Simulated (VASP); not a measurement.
Band structure of WAl (relaxed from the zinc blende structure, space group F-43m). All values below come from PBEsol GGA, VASP's PBE PAW potentials (set 64) (plane waves; VASP).

Unless said otherwise, spin-orbit coupling is left out, though it shifts the bands of the heavy elements here.

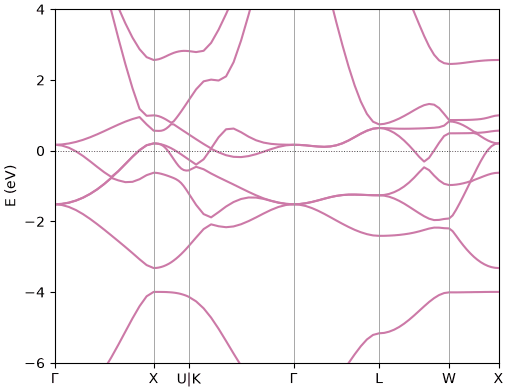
Figure: Bands along high-symmetry lines, zero at the valence-band maximum or, without a gap, the Fermi level

### Question
Read the plot: is there a gap, and where are the band edges?

### Answer
It has no gap at this level: it comes out as a metal or semimetal. (Edges off the drawn lines would not show.)

The structure was generated: WAl was put into the zinc blende type (F-43m), which need not be its known phase. It was relaxed first, which changed the volume by -32 %. The electron count is odd and the run is not spin-polarised, which forces a metal.
